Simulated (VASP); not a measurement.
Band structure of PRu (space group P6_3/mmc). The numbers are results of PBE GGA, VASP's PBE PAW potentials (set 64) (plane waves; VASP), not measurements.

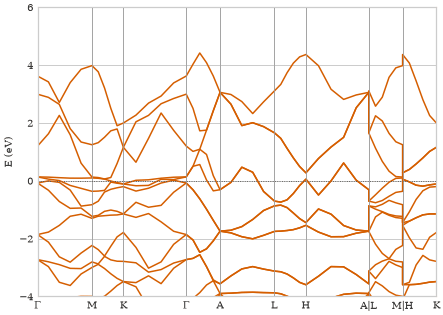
Figure. Bands along high-symmetry lines, zero at the valence-band maximum or, without a gap, the Fermi level

Q: Read the plot: is there a gap, and where are the band edges?

A: It has no gap at this level: it comes out as a metal or semimetal.

The structure was generated: PRu was put into an ordered model structure, which need not be its known phase. The cell was not relaxed at this level.
